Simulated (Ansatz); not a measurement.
# SiGeHO+ (triplet): correlated methods under varied settings

Aim: run SiGeHO+ (triplet) at one geometry under a spread of methods and options, and see what each costs and gives.

Computed with Ansatz 0.2.0, Gaussian basis. Level: the settings change from run to run.

24 further runs of the same task are left out: 10 that didn't finish, 14 set aside as unsound or not needed.

**1. The geometry**

The geometry is a PBE0/def2-TZVP stationary point (not a proven minimum) of the parent state, kept for this charge and spin. No spin-orbit coupling is included. The filled d shell of Ge may be among the frozen orbitals whatever the setting's name suggests; the logs give the count.

4 atoms, charge 1, spin multiplicity 3.

Atoms are counted from 1 here; the program's logs count them from 0.

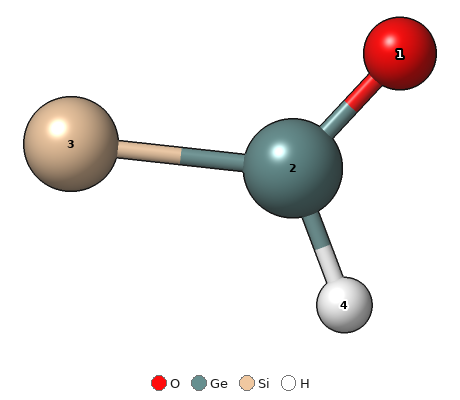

The structure; oxygen red, germanium teal, silicon light orange, hydrogen white; atoms are numbered from 1 in the order of the file.

**2. CISD/cc-pVDZ**

in.yaml

```yaml
crystal:
  periodic: [false, false, false]
  atoms:
    - {symbol: O, position_ang: [0.000000, -0.840051, 1.630592]}
    - {symbol: Ge, position_ang: [0.000000, 0.254500, 0.376244]}
    - {symbol: Si, position_ang: [0.000000, -0.242609, -1.929541]}
    - {symbol: H, position_ang: [0.000000, 1.753269, 0.767147]}
basis:
  gaussian: {orbitals: cc-pVDZ}
total_charge: 1
magnetization: {spin_polarized: false, initial_magnetization: 2}
correlation: {active_space: {ras: {orbitals: [6, 2, 36], electrons: 14, max_holes: 2, max_particles: 2}, fixed_orbitals: true}}
scf: {lower_state_search: light}
output: {forces: true}
```

The run is started by

```bash
> ansatz run in.yaml --threads 1 --pin off --events-out ev --progress --plain --max-ram 2393MiB
```

The program printed, shortened:

```text
Functional definition: HF
  name "HF"
  cite "Fock, Z. Phys. 61, 126 (1930) doi:10.1007/BF01340294"
  parent pbe
[...]
683 factors; integrals over basis functions are off by at most 9.6e-4 eV
[...]
mean field -66377.54557093 eV, -2439.3298074153 hartree, gradient 2.7e-6 eV, S^2 2.000000; 12 other end points of the search recorded, 0 dependent functions left out
reference -66377.54557093 eV, -2439.3298074153 hartree; 28, 26 occupied and 36, 38 virtual orbitals, 683 factors
state -66385.30524100 eV, -2439.6149700307 hartree
[...]
Total energy: -66385.30524100 eV, -2439.6149700307 hartree
Atom 0 at     0.000000    -0.840051     1.630592 Å, force     0.000000    -2.185781     2.690981 eV/Å
Atom 1 at     0.000000     0.254500     0.376244 Å, force    -0.000000     2.878446    -1.869474 eV/Å
Atom 2 at     0.000000    -0.242609    -1.929541 Å, force    -0.000000    -0.351576    -1.058312 eV/Å
Atom 3 at     0.000000     1.753269     0.767147 Å, force     0.000000    -0.341089     0.236805 eV/Å
Dipole moment:    -0.000000     0.244055    -0.738477 e Å
```

Run time: 32 s. Hardware: 1 thread of Arm Neoverse V1, shared host.

From the report: 204,058 determinants.

**3. HF/cc-pVDZ**

in.yaml, as its differences from that of step 2:

```diff
@@ -11,4 +11,4 @@
 magnetization: {spin_polarized: false, initial_magnetization: 2}
-correlation: {active_space: {ras: {orbitals: [6, 2, 36], electrons: 14, max_holes: 2, max_particles: 2}, fixed_orbitals: true}}
-scf: {lower_state_search: light}
-output: {forces: true}
+hamiltonian: {xc: hf}
+scf: {lower_state_search: off}
+output: {orbitals: {seedname: orbitals}}
```

The command is unchanged.

The program printed:

```text
Functional definition: HF
  name "HF"
  cite "Fock, Z. Phys. 61, 126 (1930) doi:10.1007/BF01340294"
  parent pbe
  exchange = exact_x
  correlation = 0
these checks for a lower state are left out or cut short: stability, starts, cluster_reference, orbital_swaps, neighbouring_geometries, increment
683 factors; integrals over basis functions are off by at most 9.6e-4 eV
mean field evaluation 1: about -66358.5274 eV, gradient 7.6e1 eV
mean field evaluation 2: about -66358.5477 eV, gradient 7.6e1 eV
mean field evaluation 4: about -66367.5700 eV, gradient 4.4e1 eV
mean field evaluation 8: about -66375.8403 eV, gradient 1.8e0 eV
mean field evaluation 16: about -66374.1586 eV, gradient 2.3e1 eV
mean field -66377.54557093 eV, -2439.3298074153 hartree, gradient 2.7e-6 eV, S^2 2.000000; 0 other end points of the search recorded, 0 dependent functions left out
reference -66377.54557093 eV, -2439.3298074153 hartree; 28, 26 occupied and 36, 38 virtual orbitals, 683 factors
Total energy: -66377.54557093 eV, -2439.3298074153 hartree
Checks for a lower state left out: stability, starts, cluster_reference, orbital_swaps, neighbouring_geometries, increment
```

Wall time 1.2 s (1 thread of Arm Neoverse V1, shared host).

**4. CCSD(T) on ROHF/cc-pVDZ**

in.yaml, as its differences from that of step 3:

```diff
@@ -11,4 +11,3 @@
 magnetization: {spin_polarized: false, initial_magnetization: 2}
-hamiltonian: {xc: hf}
-scf: {lower_state_search: off}
-output: {orbitals: {seedname: orbitals}}
+correlation: {method: ccsd_t, electrons: outside_noble_gas}
+scf: {lower_state_search: light}
```

Launched as before.

The program printed, shortened:

```text
Functional definition: HF
  name "HF"
  cite "Fock, Z. Phys. 61, 126 (1930) doi:10.1007/BF01340294"
  parent pbe
[...]
683 factors; integrals over basis functions are off by at most 9.6e-4 eV
[...]
mean field -66377.54557093 eV, -2439.3298074153 hartree, gradient 2.7e-6 eV, S^2 2.000000; 16 other end points of the search recorded, 0 dependent functions left out
[...]
determinant -66377.54557093 eV, -2439.3298074153 hartree, with singles and doubles -66386.32943178 eV, -2439.6526083477 hartree
determinant -66377.07616131 eV, -2439.3125569301 hartree, with singles and doubles -66385.90960616 eV, -2439.6371800409 hartree
determinant -66376.94097648 eV, -2439.3075889791 hartree, with singles and doubles -66385.38438103 eV, -2439.6178783730 hartree
determinant -66376.31061192 eV, -2439.2844235089 hartree, with singles and doubles -66384.70022876 eV, -2439.5927362409 hartree
determinant -66375.06015051 eV, -2439.2384698995 hartree, with singles and doubles -66385.44944022 eV, -2439.6202692542 hartree
determinant -66374.88692021 eV, -2439.2321038035 hartree, with singles and doubles -66383.70464290 eV, -2439.5561491354 hartree
determinant -66377.54557093 eV, -2439.3298074153 hartree, with singles and doubles -66386.37710163 eV, -2439.6543601825 hartree
determinant -66377.07616131 eV, -2439.3125569301 hartree, with singles and doubles -66385.98167947 eV, -2439.6398286859 hartree
[...]
20 core orbitals not correlated: weight in the atoms' cores, before any rotation towards them, 0.982 or more for the frozen orbitals, at most 0.020 for the correlated occupied ones
reference -66377.54557093 eV, -2439.3298074153 hartree; 8, 6 occupied and 36, 38 virtual orbitals, 683 factors
second order -7.37949264 eV of doubles, -0.12738471 eV of singles
cycle   1  -8.83153225 eV  change   -1.5e-6 eV  update   4.9e-6
perturbative correction -0.32965413 eV, -0.0121145657 hartree
Total energy: -66386.70675730 eV, -2439.6664748049 hartree
```

It took 50 s on 1 thread of Arm Neoverse V1, shared host.

From the report: correlation -9.1612 eV; T1 0.060; largest double amplitude 0.07.

**5. BCCD(T) on ROHF/cc-pVDZ**

in.yaml, as its differences from that of step 4:

```diff
@@ -8,6 +8,7 @@
 basis:
-  gaussian: {orbitals: cc-pVDZ}
+  gaussian: {orbitals: cc-pVDZ, point_charges: [{charge: 1.00, position_ang: [4.745, -0.244, 0.139]}]}
 total_charge: 1
 magnetization: {spin_polarized: false, initial_magnetization: 2}
-correlation: {method: ccsd_t, electrons: outside_noble_gas}
-scf: {lower_state_search: light}
+hamiltonian: {pseudopotentials: {relativity: scalar}}
+correlation: {method: bccd_t, electrons: outside_noble_gas}
+scf: {omitted_lower_state_checks: [cluster_reference]}
```

Launched as before.

The program printed, shortened:

```text
Functional definition: HF
  name "HF"
  cite "Fock, Z. Phys. 61, 126 (1930) doi:10.1007/BF01340294"
  parent pbe
[...]
683 factors; integrals over basis functions are off by at most 9.6e-4 eV
[...]
mean field -66856.54505500 eV, -2456.9327137774 hartree, gradient 2.5e-6 eV, S^2 2.000000; 10 other end points of the search recorded, 0 dependent functions left out
20 core orbitals not correlated: weight in the atoms' cores, before any rotation towards them, 0.981 or more for the frozen orbitals, at most 0.021 for the correlated occupied ones
reference -66856.54505500 eV, -2456.9327137774 hartree; 8, 6 occupied and 36, 38 virtual orbitals, 683 factors
second order -7.42468688 eV of doubles, -0.12657706 eV of singles
cycle   1  -8.28235405 eV  change   -7.3e-1 eV  update   1.1e-1
[...]
cycle  24  -8.81304251 eV  change   -6.0e-6 eV  update   1.5e-5
perturbative correction -0.43548499 eV, -0.0160037781 hartree
Total energy: -66865.79358250 eV, -2457.2725908942 hartree
Relativity: scalar
Checks for a lower state left out: cluster_reference
```

Run time: 16 s. Hardware: 1 thread of Arm Neoverse V1, shared host.

From the report: correlation -9.2485 eV; largest double amplitude 0.05.

**6. CCSD(T) on UHF/def2-SVP**

in.yaml

```yaml
crystal:
  periodic: [false, false, false]
  atoms:
    - {symbol: O, position_ang: [0.000000, -0.840051, 1.630592]}
    - {symbol: Ge, position_ang: [0.000000, 0.254500, 0.376244]}
    - {symbol: Si, position_ang: [0.000000, -0.242609, -1.929541]}
    - {symbol: H, position_ang: [0.000000, 1.753269, 0.767147]}
basis:
  gaussian: {orbitals: def2-SVP}
total_charge: 1
magnetization: {spin_polarized: true, initial_magnetization: 2}
correlation: {method: ccsd_t, electrons: outside_noble_gas}
```

Launched as before.

The program printed, shortened:

```text
Functional definition: HF
  name "HF"
  cite "Fock, Z. Phys. 61, 126 (1930) doi:10.1007/BF01340294"
  parent pbe
[...]
659 factors; integrals over basis functions are off by at most 1.3e-3 eV
[...]
mean field -66366.99785786 eV, -2438.9421861094 hartree, gradient 2.2e-6 eV, S^2 2.108358; 30 other end points of the search recorded, 0 dependent functions left out
determinant -66366.99785786 eV, -2438.9421861094 hartree, with singles and doubles -66375.57453461 eV, -2439.2573731666 hartree
determinant -66366.55542177 eV, -2438.9259268829 hartree, with singles and doubles -66375.14890703 eV, -2439.2417316416 hartree
determinant -66366.37302745 eV, -2438.9192240156 hartree, with singles and doubles -66374.61250083 eV, -2439.2220190774 hartree
determinant -66365.80225777 eV, -2438.8982486165 hartree, with singles and doubles -66374.41447872 eV, -2439.2147418989 hartree
[...]
determinant -66364.51031222 eV, -2438.8507704932 hartree, with singles and doubles -66372.60716497 eV, -2439.1483243435 hartree
determinant -66366.99785786 eV, -2438.9421861094 hartree, with singles and doubles -66375.62193993 eV, -2439.2591152801 hartree
determinant -66366.55542177 eV, -2438.9259268829 hartree, with singles and doubles -66375.22136517 eV, -2439.2443944290 hartree
determinant -66365.54908555 eV, -2438.8889447089 hartree, with singles and doubles -66375.29930577 eV, -2439.2472586931 hartree
20 core orbitals not correlated: weight in the atoms' cores, before any rotation towards them, 0.982 or more for the frozen orbitals, at most 0.020 for the correlated occupied ones
reference -66366.99785786 eV, -2438.9421861094 hartree; 8, 6 occupied and 41, 43 virtual orbitals, 659 factors
second order -7.27030703 eV of doubles, -0.00000000 eV of singles
cycle   1  -8.62408521 eV  change   -3.1e-6 eV  update   4.5e-6
perturbative correction -0.32902343 eV, -0.0120913881 hartree
Total energy: -66375.95096650 eV, -2439.2712067832 hartree
```

It took 87 s on 1 thread of Arm Neoverse V1, shared host.

From the report: ⟨S²⟩ of the determinant 2.108 (pure triplet: 2.00); correlation -8.9531 eV; T1 0.061; largest double amplitude 0.07.

**7. The runs in one table**

| level | correlated | functions | energy (eV) | time |
| --- | --- | --- | --- | --- |
| CISD/cc-pVDZ | outside noble gas | 64 | -66385.3052 | 32 s |
| HF/cc-pVDZ |  | 64 | -66377.5456 | 1.2 s |
| CCSD(T) on ROHF/cc-pVDZ | outside noble gas | 64 | -66386.7068 | 50 s |
| BCCD(T) on ROHF/cc-pVDZ (beside a point charge, relativity set) | outside noble gas | 64 | -66865.7936 | 16 s |
| CCSD(T) on UHF/def2-SVP | outside noble gas | 69 | -66375.9510 | 87 s |

**8. Summary of results**

| quantity | value |
| --- | --- |
| runs | 5 |
| quickest | HF/cc-pVDZ, 1.2 s |
| slowest | CCSD(T) on UHF/def2-SVP, 87 s |

In words: Total energies in different bases, with other cores or another treatment of relativity can't be set against each other. CCSD(T) on UHF/def2-SVP took 74 times as long as HF/cc-pVDZ; the jobs differ in more than the method.
